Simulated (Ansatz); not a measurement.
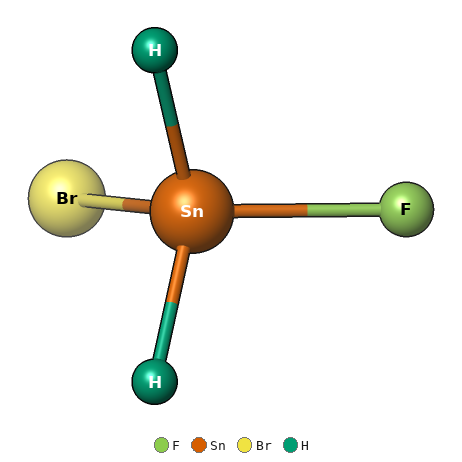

Distant atoms are faded towards the background colour. Computed geometry: PBE-D4/def2-SVP optimisation. No frequency run is at hand to confirm it as a minimum.

**Which symmetry elements does this geometry have?**

It has 1 mirror plane, so the point group is Cs. The group has 2 operations. The geometry is achiral, and symmetry allows a dipole moment.
